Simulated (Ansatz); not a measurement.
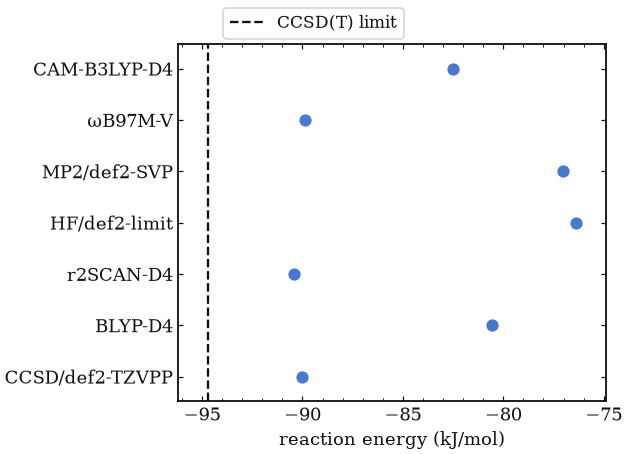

Electronic reaction energy of CH₄GeO (C[O][GeH]) [singlet] → CH₄GeO ([CH3][Ge][OH]) [singlet] (SMILES in brackets) at several levels (functionals in def2-TZVPP unless a basis is named), isolated molecules at PBE0-D4 triple-zeta geometries, minima by their frequencies, no zero-point or thermal terms, the Ansatz code. The line is frozen-core CCSD(T) at the basis limit (MP2 extrapolated from triple and quadruple zeta, plus CCSD(T) less MP2 in a smaller set). The distance of MP2/def2-SVP and CCSD/def2-TZVPP to the limit includes basis error. The limit lies 4.1 kJ/mol from CCSD(T)/def2-TZVPP, so the line itself is uncertain by a part of that.

Q: Which level comes closest to the line (CCSD(T) limit), and which misses most?

A: Closest r2SCAN-D4 (−90.4 kJ/mol), against −94.7 kJ/mol; farthest HF/def2-limit (−76.4 kJ/mol).

Q: What range do the values span, the line included?

A: From −94.7 kJ/mol (CCSD(T) limit) to −76.4 kJ/mol (HF/def2-limit).

Caveats: no scalar relativity up to krypton; outer-core shells are correlated without core-valence functions, which makes the correlated values less sure.
